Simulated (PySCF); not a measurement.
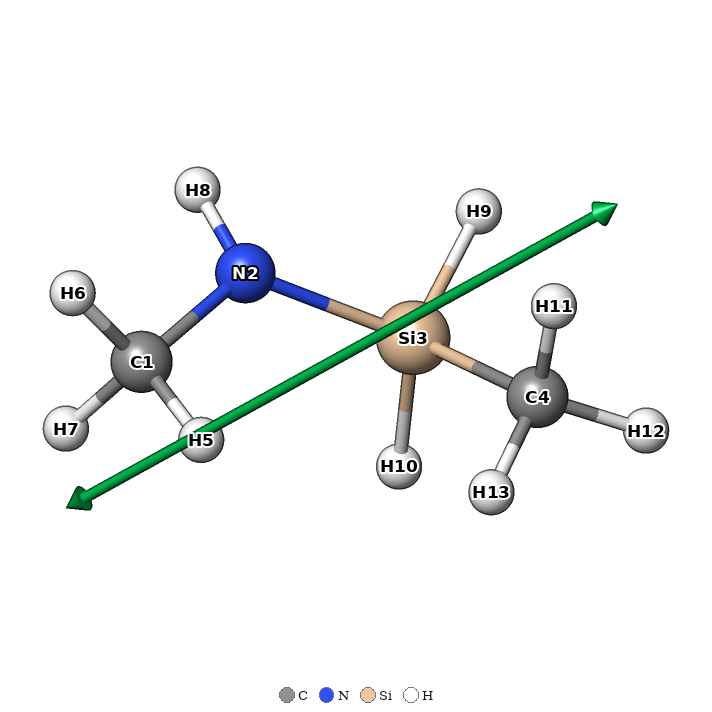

The double arrow shows the direction of the transition dipole to excited singlet state 6 (its length means nothing). Computed geometry: PBE0-D3(BJ)/def2-SVP optimisation. No frequency run is at hand to confirm it as a minimum. Properties computed with TDDFT ωB97X-D/def2-SVPD, vertical, gas phase, core orbitals frozen in the response (PySCF 2.14.0).

Give its energy, strength and character.

8.17 eV (152 nm), oscillator strength 0.085, mainly HOMO → LUMO+4 (weight 0.57); transition dipole 1.66 D.
